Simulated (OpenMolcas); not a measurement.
Run report: B₂H₂F₂, single-point calculation (part 2 of 2)

The same run, continued: B₂H₂F₂; CASSCF/ANO-RCC-VTZP, DKH2 (OpenMolcas 26.06). The geometry comes from this level: GFN2-xTB.

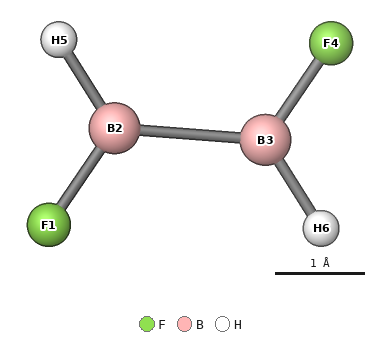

**Figure 1.** The structure (ball-and-stick view, seen on its broad side; atoms are numbered from 1 in the order of the input).

Output, continued
```
++    Natural Bond Order analysis
      ---------------------------
      Based on LoProp computed density
      -------------------------------------------------------------------------------------
      Atom A       Atom B       Bond Order
      -------------------------------------------------------------------------------------
      NBO located      0.999 non-bonded electrons on atom F1
      NBO located      0.956 non-bonded electrons on atom F1
      NBO located      0.959 non-bonded electrons on atom F1
      NBO located      0.988 non-bonded electrons on atom B2
      NBO located      0.988 non-bonded electrons on atom B3
      NBO located      0.999 non-bonded electrons on atom F4
      NBO located      0.956 non-bonded electrons on atom F4
      NBO located      0.960 non-bonded electrons on atom F4
      The remaining    8.703 electrons are to be considered as diffuse
--

--

      Average orbitals are written to the RASORB file
      Natural orbitals for root   1 are written to the RASORB.1 file
      Spin density orbitals for root   1 are written to the SPDORB.1 file

--- Stop Module: rasscf /rc=_RC_ALL_IS_WELL_ ---

>>> COPY step2.RunFile RUNFIL1

>>> COPY step2.RasOrb INPORB

--- Start Module: gateway ---

                                              &GATEWAY

                       available to each process: 1.9 GB of memory, 1 thread

++    Symmetry information:
      ---------------------

                    Character Table for C1

                             E
                    a        1  x, y, xy, Rz, z, xz, Ry, yz, Rx, I
--

++    Basis set information:
      ----------------------

      Basis set label: F.ANO-RCC...4S3P2D1F.

      Electronic valence basis set:
      ------------------
      Associated Effective Charge   9.000000 au
      Associated Actual Charge      9.000000 au
      Nuclear Model: Point charge

      Shell  nPrim  nBasis  Cartesian Spherical Contaminant
         s      14       4        X
         p       9       3        X
         d       4       2                 X
         f       3       1                 X

      Basis set label: B.ANO-RCC...4S3P2D1F.

      Electronic valence basis set:
      ------------------
      Associated Effective Charge   5.000000 au
      Associated Actual Charge      5.000000 au
      Nuclear Model: Point charge

      Shell  nPrim  nBasis  Cartesian Spherical Contaminant
         s      14       4        X
         p       9       3        X
         d       5       2                 X
         f       3       1                 X

      Basis set label: F.ANO-RCC...4S3P2D1F.

      Electronic valence basis set:
      ------------------
      Associated Effective Charge   9.000000 au
      Associated Actual Charge      9.000000 au
      Nuclear Model: Point charge

      Shell  nPrim  nBasis  Cartesian Spherical Contaminant
         s      14       4        X
         p       9       3        X
         d       4       2                 X
         f       3       1                 X

      Basis set label: H.ANO-RCC...3S2P1D.

      Electronic valence basis set:
      ------------------
      Associated Effective Charge   1.000000 au
      Associated Actual Charge      1.000000 au
      Nuclear Model: Point charge

      Shell  nPrim  nBasis  Cartesian Spherical Contaminant
         s       8       3        X
         p       4       2        X
         d       3       1                 X
--

++    Molecular structure info:
      -------------------------

                    ************************************************
                    **** Cartesian Coordinates / bohr, angstrom ****
                    ************************************************

     Center  Label                x              y              z                     x              y              z
        1      F1               0.000000       0.000000       0.000000              0.000000       0.000000       0.000000
        2      B2               0.000000       0.000000       2.490434              0.000000       0.000000       1.317881
        3      B3               2.803160       0.000000       4.104779              1.483369       0.000000       2.172155
        4      F4               2.802773      -0.020107       6.594960              1.483163      -0.010640       3.489902
        5      H5              -2.046422       0.004244       3.378828             -1.082920       0.002246       1.787999
        6      H6               4.850155       0.018521       3.218463              2.566591       0.009801       1.703138

                    ***************************************
                    *    InterNuclear Distances / bohr    *
                    ***************************************

               1 F1            2 B2            3 B3            4 F4            5 H5            6 H6
    1 F1       0.000000
    2 B2       2.490434        0.000000
    3 B3       4.970605        3.234782        0.000000
    4 F4       7.165852        4.970218        2.490262        0.000000
    5 H5       3.950233        2.230943        4.903618        5.818830        0.000000
    6 H6       5.820898        4.904526        2.230714        3.948923        6.898456        0.000000

                    *******************************************
                    *    InterNuclear Distances / angstrom    *
                    *******************************************

               1 F1            2 B2            3 B3            4 F4            5 H5            6 H6
    1 F1       0.000000
    2 B2       1.317881        0.000000
    3 B3       2.630331        1.711773        0.000000
    4 F4       3.792005        2.630126        1.317790        0.000000
    5 H5       2.090373        1.180564        2.594883        3.079192        0.000000
    6 H6       3.080287        2.595363        1.180443        2.089680        3.650506        0.000000

                    **************************************
                    *    Valence Bond Angles / degree    *
                    **************************************
                          Atom centers                 Phi
                      1 F1       2 B2       5 H5       113.47
                      4 F4       3 B3       6 H6       113.42
--

            Nuclear Potential Energy             87.59581014 au

--- Stop Module: gateway /rc=_RC_ALL_IS_WELL_ ---
--- Module gateway spent 1 second ---

--- Start Module: seward ---

                                              &SEWARD

                       available to each process: 1.9 GB of memory, 1 thread

               SEWARD will generate:
                  Multipole Moment integrals up to order  2
                  Kinetic Energy integrals
                  Nuclear Attraction integrals (point charge)
                  One-Electron Hamiltonian integrals
                  Velocity integrals
                  Relativistic Douglas-Kroll-Hess integrals:
                    - Parametrization         : EXP
                    - DKH order of Hamiltonian: 2
                    - DKH order of Properties : 0
                         - multipole moment operators
                         - electric potential operators
                         - contact operators
                  Orbital angular momentum around (  1.4015  -0.0058   3.2976 )
                  Velocity quadrupole around (  1.4015  -0.0058   3.2976 )
                  Atomic mean-field integrals
                  RI decomposed two-electron repulsion integrals stored Cholesky style
                   - acCD auxiliary basis
                   - CD Threshold:   1.00E-04

                   Integrals are discarded if absolute value <: 1.00E-14
                   Integral cutoff threshold is set to       <: 1.00E-16

            Nuclear Potential Energy             87.59581014 au

      Basis set specifications :
      Symmetry species         a
      Basis functions          148

--- Stop Module: seward /rc=_RC_ALL_IS_WELL_ ---
--- Module seward spent 6 seconds ---

>>> COPY step2.RunFile RUNFIL2

--- Start Module: expbas ---

                                              &EXPBAS

                       available to each process: 1.9 GB of memory, 1 thread

 Header on input orbitals file:
* RASSCF average (pseudo-natural) orbitals

 Information from input runfile
           Number of symmetries    1
      Number of basis functions   22

 Information from expanded basis set runfile
           Number of symmetries    1
      Number of basis functions  148
 New orbitals have been built in file EXPORB
--- Stop Module: expbas /rc=_RC_ALL_IS_WELL_ ---

--- Start Module: rasscf ---

                                              &RASSCF

                       available to each process: 1.9 GB of memory, 1 thread

      Header of the ONEINT file:
      --------------------------

      OrdInt status: non-squared

      Cartesian coordinates in angstrom:
      -----------------------------------------------------
      No.  Label        X            Y            Z
      -----------------------------------------------------
       1   F1         0.00000000   0.00000000   0.00000000
       2   B2         0.00000000   0.00000000   1.31788100
       3   B3         1.48336852   0.00000000   2.17215534
       4   F4         1.48316349  -0.01064042   3.48990236
       5   H5        -1.08291985   0.00224557   1.78799898
       6   H6         2.56659143   0.00980105   1.70313750
      -----------------------------------------------------
      Nuclear repulsion energy =   87.59581014

++    Wave function specifications:
      -----------------------------

      Number of closed shell electrons          28
      Number of electrons in active shells       2
      Max number of holes in RAS1 space          0
      Max nr of electrons in RAS3 space          0
      Number of inactive orbitals               14
      Number of active orbitals                  2
      Number of secondary orbitals             132
      Spin quantum number                      0.0
      State symmetry                             1
--

++    Orbital specifications:
      -----------------------

      Symmetry species                           1
                                                 a
      Frozen orbitals                            0
      Inactive orbitals                         14
      Active orbitals                            2
      RAS1 orbitals                              0
      RAS2 orbitals                              2
      RAS3 orbitals                              0
      Secondary orbitals                       132
      Deleted orbitals                           0
      Number of basis functions                148
--

++    CI expansion specifications:
      ----------------------------

      Number of CSFs                             3
      Number of spin combinations                3
      Number of determinants                     4
      Number of root(s) required                 1
      Root chosen for geometry opt.              1
      CI root used                               1

      highest root included in the CI            1
      max. size of the explicit Hamiltonian      3
--

++    Optimization specifications:
      ----------------------------

      RASSCF algorithm: LK RI/DF
      Maximum number of macro iterations       200
      Maximum number of SX iterations          100
      Threshold for RASSCF energy            1.000E-08
      Threshold for max MO rotation          1.000E-01
      Threshold for max BLB element          1.000E-04
      Level shift parameter                  5.000E-01
      Make Quasi-Newton update
--

      The MO-coefficients are taken from the file:
      step2.ExpOrb
      Title:Basis set expanded orbital file EXPORB

      Total molecular charge    0.00

      ************************************************************************************************************************
      *                                            Wave function control section                                             *
      ************************************************************************************************************************

                                         RASSCF iterations: Energy and convergence statistics
                                         ----------------------------------------------------

          iter iter root      energy       change     param      element    value   shift minimum  type update hh:mm:ss
 Nr of preliminary CI iterations:   1
        1   1   29    1  -249.52488902    0.00E+00   5.48E-02   12  33 1  1.64E-01*  0.00   0.00    SX    NO    0:00:01
        2   1   29    1  -249.77520582   -2.50E-01* -4.70E-02    7  20 1 -7.28E-02*  0.00   0.00    SX    NO    0:00:00
        3   1   29    1  -249.79677657   -2.16E-02*  1.74E-02    7  23 1  2.53E-02*  0.00   0.00    SX    NO    0:00:00
        4   1   25    1  -249.79959769   -2.82E-03* -1.22E-02   11  17 1  1.92E-02*  0.00   0.00    SX    NO    0:00:00
        5   1   26    1  -249.80023332   -6.36E-04*  2.82E-03   10  25 1  9.31E-03*  0.00   0.65    QN   YES    0:00:00
        6   1   22    1  -249.80057849   -3.45E-04*  2.61E-03   10  25 1  1.24E-03*  0.00   1.11    QN   YES    0:00:00
        7   1   17    1  -249.80059269   -1.42E-05*  1.23E-03   11  17 1  6.28E-04*  0.00   1.31    QN   YES    0:00:00
        8   1   13    1  -249.80059416   -1.47E-06* -2.24E-04   11  17 1  1.07E-04*  0.00   1.10    QN   YES    0:00:00
        9   1   11    1  -249.80059421   -5.77E-08* -3.01E-04    8  19 1  3.26E-05   0.00   1.34    QN   YES    0:00:00
       10   1    8    1  -249.80059423   -1.31E-08* -3.59E-04   15  22 1 -1.04E-05   0.00   1.45    QN   YES    0:00:00
       11   1    9    1  -249.80059423   -7.04E-09  -7.83E-04   11  17 1 -1.37E-05   0.00   2.33    QN   YES    0:00:00
      Convergence after 11 iterations
       12   1    9    1  -249.80059424   -1.07E-08* -7.83E-04    8  19 1 -2.50E-05   0.00   2.33    QN   YES    0:00:00

      ************************************************************************************************************************
                                                      Wave function printout:
                       occupation of active orbitals, and spin coupling of open shells (u,d: Spin up or down)
      ************************************************************************************************************************

      Note: transformation to natural orbitals
      has been made, which may change the order of the CSFs.

      printout of CI-coefficients larger than  0.05 for root  1
      energy=    -249.800594
      conf/sym  11     Coeff  Weight
             1  20   0.99672 0.99345
             3  02  -0.08096 0.00655

      Natural orbitals and occupation numbers for root  1
      sym 1:   1.986891   0.013109

      ************************************************************************************************************************
      *                                                    Final results                                                     *
      ************************************************************************************************************************

++    Final optimization conditions:
      ------------------------------

      Average CI energy                            -249.80059424
      RASSCF energy for state  1                   -249.80059424
      Super-CI energy                                -0.00000000
      RASSCF energy change                           -0.00000001
      Max change in MO coefficients               2.898E-04
      Max non-diagonal density matrix element    -7.832E-04
      Maximum BLB matrix element                 -2.502E-05
      (orbital pair   8,  19 in symmetry   1)
      Norm of electronic gradient            7.212E-05
--

      Final state energy(ies):
      ------------------------

::    RASSCF root number  1 Total energy:   -249.80059424
      Von Neumann Entropy (Root   1) =  0.05697

      Mulliken population analysis for root number:  1
      -----------------------------------------------

++    Molecular charges:
      ------------------

      Mulliken charges per centre
      ---------------------------

                F1      B2      B3      F4      H5      H6
      Total    9.2615  4.7957  4.7958  9.2614  0.9428  0.9428

      N-E     -0.2615  0.2043  0.2042 -0.2614  0.0572  0.0572

      Total electronic charge=   30.000000

      Total            charge=   -0.000000
--

      Expectation values of various properties for root number:  1
      -----------------------------------------------------------

++    Molecular properties:
      ---------------------

      Charge (e):
                      =   -0.0000
      Dipole Moment (debye):
      Origin of the operator (angstrom)=    0.7416   -0.0031    1.7450
                   X= -3.5233E-04               Y=  5.2574E-03               Z= -2.9588E-05           Total=  5.2692E-03
      Quadrupole Moment (debye*angstrom):
      Origin of the operator (angstrom)=    0.7416   -0.0031    1.7450
                  XX= -2.3933E+01              XY= -1.7862E-03              XZ= -1.6798E+00              YY= -1.9350E+01
                  YZ=  3.5292E-02              ZZ= -2.9060E+01
      In traceless form (debye*angstrom)
                  XX=  2.7159E-01              XY= -2.6792E-03              XZ= -2.5196E+00              YY=  7.1467E+00
                  YZ=  5.2937E-02              ZZ= -7.4182E+00
--

      LoProp population analysis for root number:  1
      -----------------------------------------------

++    LoProp analysis:
      ----------------

++    Static properties:
      ------------------

      LoProp Charges per center

                   F1       B2       B3       F4       H5       H6
      Nuclear      9.0000   5.0000   5.0000   9.0000   1.0000   1.0000
      Electronic  -9.3442  -4.6226  -4.6226  -9.3441  -1.0333  -1.0333

      Total       -0.3442   0.3774   0.3774  -0.3441  -0.0333  -0.0333
--

      Natural Bond Order analysis for root number:  1

++    Natural Bond Order analysis
      ---------------------------
      Based on LoProp computed density
      -------------------------------------------------------------------------------------
      Atom A       Atom B       Bond Order | Atom A       Atom B       Bond Order
        B2           H5             0.778  |   B3           H6             0.778
      -------------------------------------------------------------------------------------
      NBO located      3.113 electrons involved in    2 bonds.
      NBO located      1.000 non-bonded electrons on atom F1
      NBO located      0.973 non-bonded electrons on atom F1
      NBO located      0.981 non-bonded electrons on atom F1
      NBO located      0.982 non-bonded electrons on atom B2
      NBO located      0.982 non-bonded electrons on atom B3
      NBO located      1.000 non-bonded electrons on atom F4
      NBO located      0.972 non-bonded electrons on atom F4
      NBO located      0.981 non-bonded electrons on atom F4
      The remaining    5.900 electrons are to be considered as diffuse
--

--

      Average orbitals are written to the RASORB file
      Natural orbitals for root   1 are written to the RASORB.1 file
      Spin density orbitals for root   1 are written to the SPDORB.1 file

--- Stop Module: rasscf /rc=_RC_ALL_IS_WELL_ ---
--- Module rasscf spent 12 seconds ---

.##################.
.# Happy landing! #.
.##################.

    Timing: Wall=22.54 User=21.15 System=1.36
```

The run was set up as follows.

Input file
```
* B2F2H2 CASSCF

&gateway
  xbas
  F.ANO-RCC-MB
  B.ANO-RCC-MB
  H.ANO-RCC-MB
  End of Basis
  zmat
  F1
  B2 1 1.317881
  B3 2 1.711773 1 119.93771
  F4 3 1.31779 2 119.92772 1 -179.46618
  H5 2 1.180564 1 113.46662 3 179.88119
  H6 3 1.180443 4 113.42326 2 179.9483
  End of ZMAT

&seward
  relativistic = R02E00

&rasscf
  fileorb = $CurrDir/step1.ScfOrb
  alter = 2
  1 7 15
  1 16 18
  spin = 1
  nactel = 2 0 0
  inactive = 14
  ras2 = 2
  orblisting = Nothing
>>> COPY $Project.RunFile RUNFIL1
>>> COPY $Project.RasOrb INPORB

&gateway
  xbas
  F.ANO-RCC-VTZP
  B.ANO-RCC-VTZP
  H.ANO-RCC-VTZP
  End of Basis
  zmat
  F1
  B2 1 1.317881
  B3 2 1.711773 1 119.93771
  F4 3 1.31779 2 119.92772 1 -179.46618
  H5 2 1.180564 1 113.46662 3 179.88119
  H6 3 1.180443 4 113.42326 2 179.9483
  End of ZMAT
  ricd

&seward
  relativistic = R02E00
>>> COPY $Project.RunFile RUNFIL2

&expbas

&rasscf
  fileorb = $Project.ExpOrb
  spin = 1
  nactel = 2 0 0
  inactive = 14
  ras2 = 2
  orblisting = Nothing
  orbappear = Compact
```

Launch command:
```bash
export MOLCAS_MEM=1860
pymolcas step2.inp > step2.log
```

Results in brief

```json
{"quantity": "outcome", "value": "converged"}
{"quantity": "total energy", "value": "−249.800594 hartree"}
{"quantity": "CASSCF energy", "value": "−249.800594 hartree"}
{"quantity": "basis functions", "value": "148"}
{"quantity": "hardware", "value": "1 thread of Arm Neoverse V1, 24 GiB of memory available, shared host"}
{"quantity": "wall time", "value": "23 s"}
{"quantity": "peak memory", "value": "0.38 GiB"}
```
